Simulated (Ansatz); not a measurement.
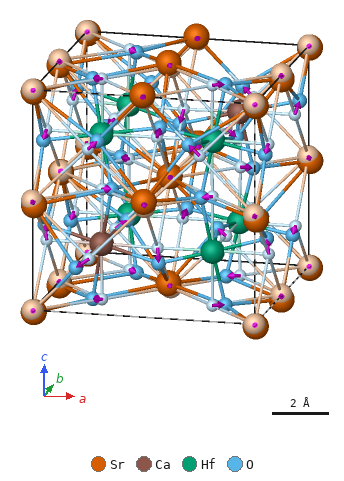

A relaxation of a defect cell of composition Sr₈Ca₂Hf₆O₂₄. The starting structure is drawn faded, the final one solid; purple arrows show the displacements, at their true length.

Style: ball-and-stick. Shown: the cell of the calculation, slightly off an axis.

The atoms of the start lie slightly off their symmetric places, so part of the fall in energy undoes that.

All numbers below come from DFT, PBEsol, PAW, plane waves (Ansatz 0.2.0). Settings: plane-wave cutoff 420 eV; k-point mesh 1 × 1 × 1; mesh shifted by (0.25, 0.25, 0.25); collinear spin; atoms relaxed in a fixed cell; force threshold 0.03 eV/Å; at most 80 steps.

Question: Which element moves most?

Answer: Oxygen: up to 0.59 Å, against 0.27 Å for strontium.

Question: What happened in the run?

Answer: After 14 geometry steps the energy has fallen by 4.753 eV per cell of the calculation. The largest force component goes from 3.2 to 0.021 eV/Å. The largest move is that of an O atom, 0.59 Å roughly along [−1 1 3]. Largest moves by element: O 0.59 Å, Sr 0.27 Å, Hf 0.06 Å, Ca 0.03 Å. The cell doesn't change. Among the contacts that change: O–Sr 2.885 → 3.624 Å, O–Sr 2.907 → 3.635 Å, O–Sr 2.879 → 3.585 Å, O–Sr 2.857 → 3.560 Å. Among the angles between lasting bonds that change: Ca–O–Hf 179.7° → 147.9°, Ca–O–Hf 177.9° → 148.4°, Ca–O–Hf 178.3° → 149.5°.

Limits of the set-up: the periodic images lie only 8.2 Å apart, so the values are limited by the cell's size.
